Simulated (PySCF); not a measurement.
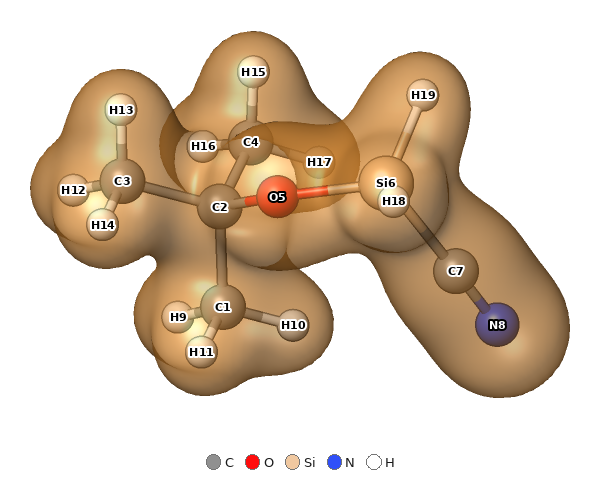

C$_{5}$H$_{11}$NOSi (SMILES CC(C)(C)O[SiH2]C#N). Isosurface of the electron density at 0.2 e/Å³ (orange), seen at a tilt.

Geometry: GFN2-xTB.

All numbers below come from PBE0/pcSseg-1, SCF density, gas phase, non-relativistic in PySCF.

The calculation's input:

```
{"job": {"kind": "nmr", "xc": "PBE0", "basis": "pcSseg-1"}, "charge": 0, "multiplicity": 1}
C     -0.551030    -0.841707     1.237991
C     -0.628188     0.075757     0.016551
C     -1.930327     0.879986     0.030061
C     -0.519819    -0.741971    -1.269216
O      0.423326     1.018631     0.094836
Si     1.989291     1.028379    -0.254510
C      2.882921    -0.442407     0.497760
N      3.404514    -1.355707     0.953052
H     -1.363378    -1.562711     1.220383
H      0.397106    -1.375190     1.244044
H     -0.620122    -0.252612     2.149315
H     -2.787362     0.212695     0.019122
H     -1.974641     1.529670    -0.840559
H     -1.971966     1.497807     0.923392
H     -0.496292    -0.079369    -2.131287
H     -1.371653    -1.409955    -1.362228
H      0.392762    -1.334267    -1.258312
H      2.428045     2.245415     0.407740
H      2.287008     0.916807    -1.685598
```

Run with:

```sh
OMP_NUM_THREADS=1 python probes_run.py task.json out
```

**What does this surface tell about the bonding?**

At this value the surface is in one piece. It bridges the sampled C–N (1.15 Å), C–O (1.41 Å), C–C (1.53 Å) and Si–O (1.60 Å) contacts, where the density stays above the isovalue. On the grid the lowest density along these lines, outside the cores, is 3.4 e/Å³ (C–N, 1.15 Å), 1.7 e/Å³ (C–O, 1.41 Å), 1.7 e/Å³ (C–C, 1.53 Å) and 1 e/Å³ (Si–O, 1.60 Å).
